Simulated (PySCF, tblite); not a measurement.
# CH8O3Si3: dynamics, then NMR shifts on frames, part 2 of 2

tblite 0.8.0 and PySCF 2.14.0. Atoms count from 0. The steps go on from the part before.

**6. NMR shieldings: 800 fs, PBE0/pcSseg-1**

Job settings and geometry (Å):

```
{"job": {"kind": "nmr", "xc": "PBE0", "basis": "pcSseg-1", "pop": false}, "charge": 0, "multiplicity": 1}
C      1.476400     1.447400     1.625800
Si     0.207100    -0.014200     1.387500
O     -1.270500     0.772700     1.211100
Si    -2.393200     0.566400     0.120200
O     -1.848600    -0.560200    -0.934300
Si    -0.412900    -1.436400    -1.068300
O      0.435400    -1.072000     0.207500
H      1.383800     1.773200     2.648800
H      1.414600     2.302900     1.019600
H      2.558400     1.097200     1.658200
H      0.167600    -0.850800     2.531700
H     -3.599500    -0.012600     0.740700
H     -2.776400     1.828300    -0.576000
H     -0.644200    -2.779700    -0.717700
H      0.078200    -0.996700    -2.426300
```

Level: GIAO PBE0/pcSseg-1 NMR shielding, non-relativistic, gas phase.

Output:

```text
coarse grid: 14176 points
cycle   1  E = -1136.2631576302  dE =  1.100e+00  |g| = 1.233e+00  |ddm| = 3.705e+00
cycle   2  E = -1135.9311827011  dE =  3.320e-01  |g| = 1.815e+00  |ddm| = 2.250e+00
cycle   3  E = -1136.5235067944  dE = -5.923e-01  |g| = 1.130e-01  |ddm| = 1.554e+00
cycle   4  E = -1136.5256249820  dE = -2.118e-03  |g| = 5.549e-02  |ddm| = 1.370e-01
cycle   5  E = -1136.5262545485  dE = -6.296e-04  |g| = 1.416e-02  |ddm| = 4.446e-02
cycle   6  E = -1136.5262880612  dE = -3.351e-05  |g| = 3.828e-03  |ddm| = 1.256e-02
cycle   7  E = -1136.5262909525  dE = -2.891e-06  |g| = 8.315e-04  |ddm| = 3.489e-03
final grid: 123592 points
cycle   8  E = -1136.5958009799  dE = -1.205e-05  |g| = 1.244e-02  |ddm| = 1.820e-02
cycle   9  E = -1136.5957698646  dE =  3.112e-05  |g| = 1.809e-02  |ddm| = 1.953e-02
cycle  10  E = -1136.5958279740  dE = -5.811e-05  |g| = 6.293e-04  |ddm| = 1.209e-02
cycle  11  E = -1136.5958280470  dE = -7.297e-08  |g| = 1.918e-04  |ddm| = 5.997e-04
cycle  12  E = -1136.5958280551  dE = -8.117e-09  |g| = 5.847e-05  |ddm| = 1.796e-04
cycle  13  E = -1136.5958280556  dE = -5.034e-10  |g| = 2.337e-05  |ddm| = 5.463e-05
converged SCF energy = -1136.5958280556

GIAO shielding tensors (ppm)
atom      isotropic    diamagn.    paramagn.     s11        s22        s33       span
  0 C      182.466     252.019     -69.554    169.462    177.763    200.172     30.709
  1 Si     374.855     880.712    -505.857    345.266    364.033    415.266     70.000
  2 O      243.674     402.617    -158.943    187.107    232.911    311.003    123.895
  3 Si     393.688     880.823    -487.135    366.251    401.759    413.055     46.805
  4 O      241.305     403.510    -162.205    168.845    221.013    334.058    165.213
  5 Si     384.158     881.081    -496.922    369.122    369.679    413.673     44.551
  6 O      236.777     402.043    -165.266    183.896    223.614    302.821    118.925
  7 H       31.592      28.672       2.920     27.638     29.100     38.039     10.401
  8 H       31.942      32.969      -1.028     27.510     29.657     38.658     11.148
  9 H       30.361      28.880       1.481     26.354     27.573     37.156     10.802
 10 H       26.915      30.299      -3.384     23.205     24.824     32.715      9.510
 11 H       26.376      28.293      -1.917     23.309     23.703     32.115      8.806
 12 H       26.118      28.994      -2.876     23.167     23.560     31.627      8.461
 13 H       26.721      30.048      -3.328     22.724     24.233     33.205     10.481
 14 H       25.649      29.232      -3.584     22.374     23.264     31.309      8.935
```

It took 21 s on 1 thread of Arm Neoverse V1, shared host; peak memory 0.85 GiB.

Key values: δ C0 4.5, Si1 -25.7, Si5 -35.0, Si3 -44.5, H14 6.07, H12 5.60 ppm.

**7. NMR shieldings: 1000 fs, PBE0/pcSseg-1**

Job settings and geometry (Å):

```
{"job": {"kind": "nmr", "xc": "PBE0", "basis": "pcSseg-1", "pop": false}, "charge": 0, "multiplicity": 1}
C      1.444300     0.911200     1.991700
Si     0.144400    -0.310800     1.617600
O     -1.279900     0.541400     1.282700
Si    -1.654800     1.056400    -0.235200
O     -1.180300    -0.241200    -1.253600
Si    -0.139900    -1.444600    -1.192700
O      0.403500    -1.369500     0.445900
H      2.328000     0.522600     2.485900
H      1.082900     1.547900     2.791400
H      1.630100     1.578300     1.175100
H     -0.237000    -1.186300     2.776000
H     -3.058600     0.994700    -0.330200
H     -0.771100     2.294100    -0.515100
H     -0.558600    -2.902700    -1.449200
H      1.047000    -1.261800    -1.992000
```

Level: GIAO PBE0/pcSseg-1 NMR shielding, non-relativistic, gas phase.

Output:

```text
coarse grid: 14176 points
cycle   1  E = -1136.2569198857  dE =  9.633e-01  |g| = 1.246e+00  |ddm| = 3.682e+00
cycle   2  E = -1135.8538269936  dE =  4.031e-01  |g| = 1.917e+00  |ddm| = 2.499e+00
cycle   3  E = -1136.5289052845  dE = -6.751e-01  |g| = 1.246e-01  |ddm| = 1.776e+00
cycle   4  E = -1136.5316448758  dE = -2.740e-03  |g| = 5.685e-02  |ddm| = 1.480e-01
cycle   5  E = -1136.5323356664  dE = -6.908e-04  |g| = 1.628e-02  |ddm| = 4.737e-02
cycle   6  E = -1136.5323810751  dE = -4.541e-05  |g| = 4.409e-03  |ddm| = 1.437e-02
cycle   7  E = -1136.5323846767  dE = -3.602e-06  |g| = 8.538e-04  |ddm| = 3.875e-03
final grid: 123592 points
cycle   8  E = -1136.6012186247  dE = -1.026e-05  |g| = 1.262e-02  |ddm| = 2.135e-02
cycle   9  E = -1136.6011843490  dE =  3.428e-05  |g| = 1.868e-02  |ddm| = 2.085e-02
cycle  10  E = -1136.6012465866  dE = -6.224e-05  |g| = 8.546e-04  |ddm| = 1.314e-02
cycle  11  E = -1136.6012467347  dE = -1.481e-07  |g| = 1.759e-04  |ddm| = 7.672e-04
cycle  12  E = -1136.6012467419  dE = -7.245e-09  |g| = 4.698e-05  |ddm| = 1.760e-04
cycle  13  E = -1136.6012467422  dE = -2.804e-10  |g| = 2.541e-05  |ddm| = 4.746e-05
converged SCF energy = -1136.6012467422

GIAO shielding tensors (ppm)
atom      isotropic    diamagn.    paramagn.     s11        s22        s33       span
  0 C      189.595     255.386     -65.791    176.826    187.893    204.067     27.242
  1 Si     368.525     881.676    -513.151    327.656    363.211    414.707     87.051
  2 O      219.570     402.749    -183.179    175.729    183.045    299.937    124.207
  3 Si     376.986     880.406    -503.419    357.097    374.573    399.289     42.192
  4 O      244.602     402.762    -158.160    187.976    224.627    321.202    133.225
  5 Si     387.033     880.431    -493.398    343.359    403.230    414.510     71.151
  6 O      231.294     403.634    -172.340    166.938    213.746    313.198    146.261
  7 H       31.255      29.488       1.767     26.801     28.122     38.842     12.041
  8 H       31.685      29.739       1.946     27.184     29.533     38.339     11.156
  9 H       31.713      34.267      -2.554     27.149     30.149     37.841     10.693
 10 H       26.143      28.808      -2.665     22.720     23.580     32.129      9.409
 11 H       26.759      29.278      -2.519     22.862     24.023     33.392     10.530
 12 H       25.052      29.624      -4.573     21.903     23.367     29.885      7.982
 13 H       25.346      27.525      -2.179     22.526     22.827     30.686      8.160
 14 H       26.510      31.112      -4.601     23.435     24.236     31.859      8.425
```

Wall time 22 s (1 thread of Arm Neoverse V1, shared host); peak memory 0.84 GiB.

Key values: δ C0 -2.7, Si1 -19.4, Si3 -27.8, Si5 -37.9, H12 6.67, H13 6.37 ppm.

**8. Comparing the runs: NMR shifts**

Shifts (ppm) of some atoms, chosen among heavy atoms and hydrogens apart, with basis size and wall time:

```csv
frame,C0,H13,H8,Si3,Si5,O2,O4,functions,time
250 fs,9.4,4.36,1.88,-33.0,-33.7,113.9,93.9,180,29 s
425 fs,1.1,5.07,1.03,-33.0,-42.2,114.8,102.1,180,21 s
625 fs,0.3,4.95,0.96,-38.9,-23.4,106.7,102.7,180,22 s
800 fs,4.5,5.00,-0.22,-44.5,-35.0,92.4,94.8,180,21 s
1000 fs,-2.7,6.37,0.03,-27.8,-37.9,116.5,91.5,180,22 s
```

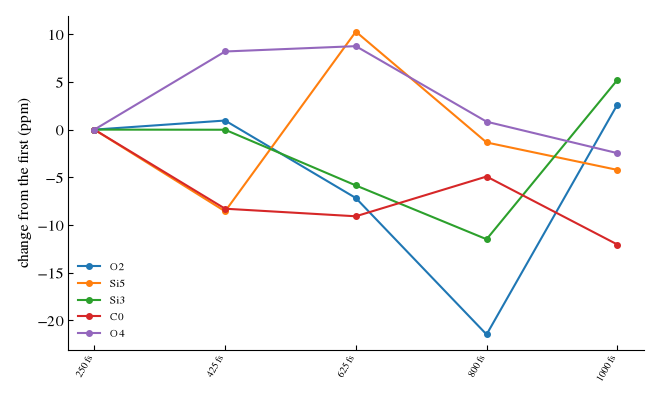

How five of the tabulated atoms move from run to run.

**9. Outcome**

What follows sums up all 2 parts.

```
                                       quantity                                               value
                                     thermostat                                               600 K
                  mean temperature, second half                                               692 K
        mean potential energy above the minimum                                             1.04 eV
 13C shifts against TMS (PBE0/pcSseg-1, 250 fs)                                             9.4 ppm
  1H shifts against TMS (PBE0/pcSseg-1, 250 fs)  6.49, 5.74, 5.28, 5.10, 4.36, 1.88, 1.84, 0.80 ppm
29Si shifts against TMS (PBE0/pcSseg-1, 250 fs)                             -23.7, -33.0, -33.7 ppm
 17O shifts against H2O (PBE0/pcSseg-1, 250 fs)                              113.9, 102.8, 93.9 ppm
          surface potential, 1st and 99th percentile                                  -1.17 V and 1.85 V
                       range of the shift of O2                                   92.4 to 116.5 ppm
```

In words: In the second half the potential energy averages 1.04 eV above the minimum; equipartition over 39 harmonic modes at 600 K would give 1.01 eV. With 15 atoms the temperature swings widely (260 to 938 K). Shifts at one fixed geometry are not the observed spectrum, which averages over the motion. In the first frame run (250 fs): Shielding is most anisotropic at O2 (span 148 ppm, paramagnetic term -184 ppm). Across the 5 runs the shift of O2 moves most, between 92.4 (800 fs) and 116.5 ppm (1000 fs).
